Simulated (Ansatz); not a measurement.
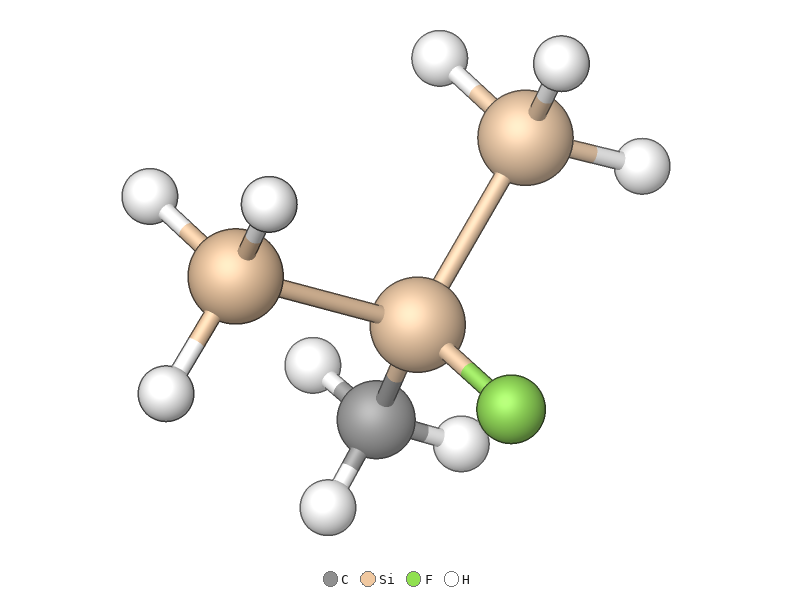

The geometry was computed by an optimisation with PBE0-D4/def2-TZVP. No frequency run is at hand to confirm it as a minimum.

Draw it as a skeletal formula.

SMILES: C[Si](F)([SiH3])[SiH3]

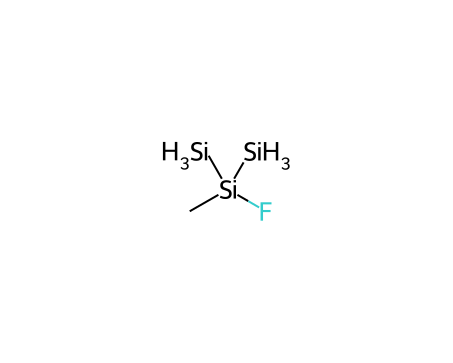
